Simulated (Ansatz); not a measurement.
**SVWN5/cc-pVDZ run of AlCNClOF (SMILES O=C=[N][Al]([F])[Cl])**

Aim: the vertical ionisation energy of AlCNClOF at SVWN5/cc-pVDZ, from 2 runs. 

The calculation is run with Ansatz 0.2.0.

140 further runs of the same task are left out: 2 that didn't finish, 138 set aside as unsound or not needed. Runs told in other sessions of the task aren't counted.

## Step 1: The molecule

AlCNClOF: 6 atoms, total charge 0, spin state singlet. SMILES: `O=C=[N][Al]([F])[Cl]`. The shape is that of a PBE0-D4/def2-TZVP optimisation. This is one conformer, not always the lowest.

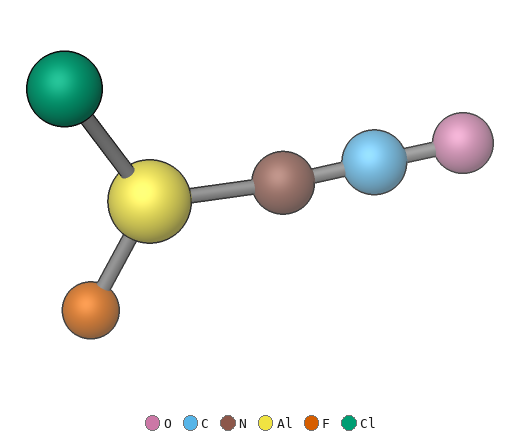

Viewed from a chosen angle; oxygen pink, carbon blue, nitrogen brown, aluminium yellow, fluorine orange, chlorine teal.

## Step 2: The energy at SVWN5/cc-pVDZ

File run.yaml:

```yaml
crystal:
  periodic: [false, false, false]
  atoms:
    - {symbol: O, position_ang: [-1.726000, -0.301300, 2.353900]}
    - {symbol: C, position_ang: [-1.034500, -0.244700, 1.421600]}
    - {symbol: "N", position_ang: [-0.321400, -0.196300, 0.461800]}
    - {symbol: Al, position_ang: [0.694800, 0.033100, -0.933400]}
    - {symbol: F, position_ang: [1.379200, -1.268200, -1.642400]}
    - {symbol: Cl, position_ang: [1.050000, 1.913400, -1.707800]}
basis:
  gaussian: {orbitals: cc-pVDZ}
total_charge: 0
hamiltonian: {xc: {name: SVWN5}}
accuracy: high
output: {orbitals: {seedname: orbitals}}
```

Launch:

```sh
$ ansatz run run.yaml --threads 1 --pin off --max-ram 3480MiB --events-out events.jsonl --progress --plain --runs-dir runs
```

Standard output:

```text
Warning: RAYON_NUM_THREADS=1 ignored (pool sized by the plan → 1); use --threads N
Functional definition: SVWN5
  name "SVWN5"
  exchange = slater_x
  correlation = vwn5_c
1929 factors; integrals over basis functions are off by at most 3.1e-9 eV
mean field evaluation 1: about -26285.2994 eV, gradient 6.9e1 eV
mean field evaluation 2: about -26260.9181 eV, gradient 1.3e2 eV
mean field evaluation 4: about -26293.8739 eV, gradient 1.3e1 eV
mean field evaluation 8: about -26294.1831 eV, gradient 4.3e-1 eV
mean field evaluation 16: about -26294.1835 eV, gradient 4.2e-5 eV
mean field -26294.18347112 eV, -966.2934197261 hartree, gradient 3.4e-8 eV, S^2 0.000000; 0 other end points of the search recorded, 0 dependent functions left out
reference -26294.18347464 eV, -966.2934198552 hartree; 30, 30 occupied and 62, 62 virtual orbitals, 1929 factors
Total energy: -26294.18347464 eV, -966.2934198552 hartree
```

Run time: 4.5 s. Hardware: 1 thread of Arm Neoverse V2, shared host; peak memory 0.23 GiB.

## Step 3: The doublet cation

File input.yaml:

```yaml
crystal:
  periodic: [false, false, false]
  atoms:
    - {symbol: O, position_ang: [-1.726000, -0.301300, 2.353900]}
    - {symbol: C, position_ang: [-1.034500, -0.244700, 1.421600]}
    - {symbol: "N", position_ang: [-0.321400, -0.196300, 0.461800]}
    - {symbol: Al, position_ang: [0.694800, 0.033100, -0.933400]}
    - {symbol: F, position_ang: [1.379200, -1.268200, -1.642400]}
    - {symbol: Cl, position_ang: [1.050000, 1.913400, -1.707800]}
basis:
  gaussian: {orbitals: cc-pVDZ}
total_charge: 1
magnetization: {spin_polarized: true, initial_magnetization: 1}
hamiltonian: {xc: {name: SVWN5}}
accuracy: high
output: {orbitals: {seedname: orbitals}}
```

Launch:

```sh
$ ansatz run input.yaml --threads 1 --pin off --max-ram 3480MiB --events-out events.jsonl --progress --plain --runs-dir runs
```

Standard output:

```text
Warning: RAYON_NUM_THREADS=1 ignored (pool sized by the plan → 1); use --threads N
[... 4 set-up lines as earlier in the session ...]
1929 factors; integrals over basis functions are off by at most 3.1e-9 eV
mean field evaluation 1: about -26263.3387 eV, gradient 6.9e1 eV
mean field evaluation 2: about -26117.5971 eV, gradient 1.8e2 eV
mean field evaluation 4: about -26269.3856 eV, gradient 5.1e1 eV
mean field evaluation 8: about -26282.8771 eV, gradient 6.2e0 eV
mean field evaluation 16: about -26283.2147 eV, gradient 6.8e-2 eV
mean field evaluation 32: about -26283.2147 eV, gradient 8.6e-8 eV
mean field evaluation 64: about -26283.1718 eV, gradient 5.4e-1 eV
mean field -26283.21473259 eV, -965.8903260200 hartree, gradient 8.6e-8 eV, S^2 0.752267; 8 other end points of the search recorded, 0 dependent functions left out
reference -26283.21473618 eV, -965.8903261518 hartree; 30, 29 occupied and 62, 63 virtual orbitals, 1929 factors
Total energy: -26283.21473618 eV, -965.8903261518 hartree
```

Run time: 13 s. Hardware: 1 thread of Arm Neoverse V2, shared host; peak memory 0.28 GiB.

## Step 4: Results

Level: SVWN5/cc-pVDZ.

| quantity | value |
| --- | --- |
| singlet AlCNClOF: total energy | -966.29342 Eh |
| singlet AlCNClOF: HOMO energy | -7.71 eV |
| singlet AlCNClOF: LUMO energy | -2.07 eV |
| singlet AlCNClOF: HOMO–LUMO gap | 5.65 eV |
| doublet cation: total energy | -965.89033 Eh |
| doublet cation: HOMO energy (highest over α and β) | -14.29 eV |
| doublet cation: LUMO energy (lowest over α and β) | -14.11 eV |
| doublet cation: ⟨S²⟩ | 0.752 |
| vertical ionisation energy (to the doublet cation) | 10.969 eV |

**Reading.** Removing an electron at fixed nuclei costs 10.97 eV (1058 kJ/mol). The negative HOMO energy of the first species, 7.71 eV, lies 3.26 eV below that difference.
